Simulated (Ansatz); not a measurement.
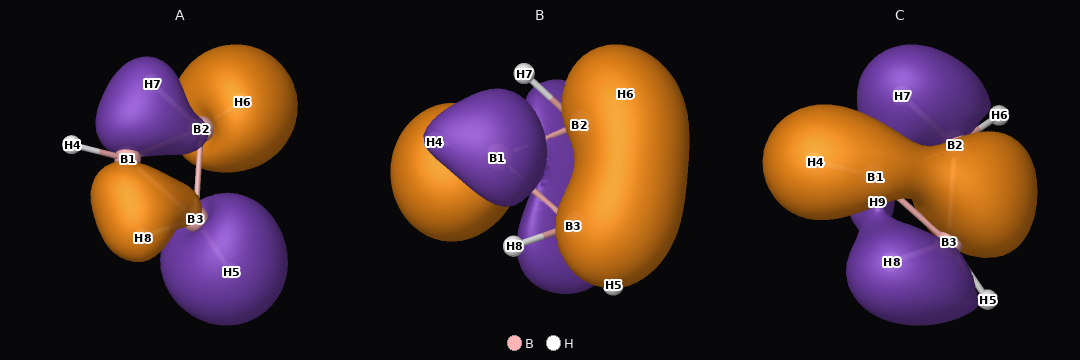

Figure. B₃H₆ (charge +1). Three frontier orbitals at ±0.1 Å⁻³ᐟ² (orange and purple are the two phases), in no order.

Geometry: PBE-D4/def2-TZVP.

Method: Ansatz 0.2.0, RKS PBE0-D4/def2-TZVP.

The calculation's input:

```
crystal:
  periodic: [false, false, false]
  atoms:
    - {symbol: B, position_ang: [-0.275149, -0.667579, -0.461102]}
    - {symbol: B, position_ang: [0.924387, 0.014966, 0.437108]}
    - {symbol: B, position_ang: [-0.285165, 0.958578, -0.208583]}
    - {symbol: H, position_ang: [-0.712131, -1.614926, -1.027052]}
    - {symbol: H, position_ang: [-0.577263, 2.075458, 0.053613]}
    - {symbol: H, position_ang: [1.711758, 0.287974, 1.277936]}
    - {symbol: H, position_ang: [0.965983, -1.199760, 0.113478]}
    - {symbol: H, position_ang: [-1.102335, 0.418444, -0.997551]}
    - {symbol: H, position_ang: [-0.650084, -0.273145, 0.812153]}
basis:
  gaussian: {orbitals: def2-TZVP, initial_orbitals: start.molden}
total_charge: 1
hamiltonian: {xc: pbe0, dispersion: d4}
scf: {omitted_lower_state_checks: [starts]}
output: {orbitals: {seedname: orbitals}}
```

Launched as:

```sh
ansatz run in.yaml --threads 4 --pin off --events-out ev --progress --plain --max-ram 3916MiB
```

Question: Order the three orbitals by energy and name them.

Answer: A is the HOMO−1 (−17.11 eV). Its weight (Hirshfeld) is mainly on B2 (about 20 %), B3 (about 20 %), H5 (about 20 %), H6 (about 20 %) and B1 (about 5 %). C is the HOMO (−15.78 eV). It lies mainly on B2 (about 25 %), B3 (about 25 %), B1 (about 15 %), H4 (about 15 %), H7 (about 10 %) and H8 (about 10 %). B is the LUMO (−7.30 eV). By Hirshfeld shares it lies mainly on B2 (about 25 %), B3 (about 25 %), B1 (about 25 %) and H9 (about 10 %).

Question: What is the HOMO–LUMO gap?

Answer: 8.48 eV between the orbital energies.
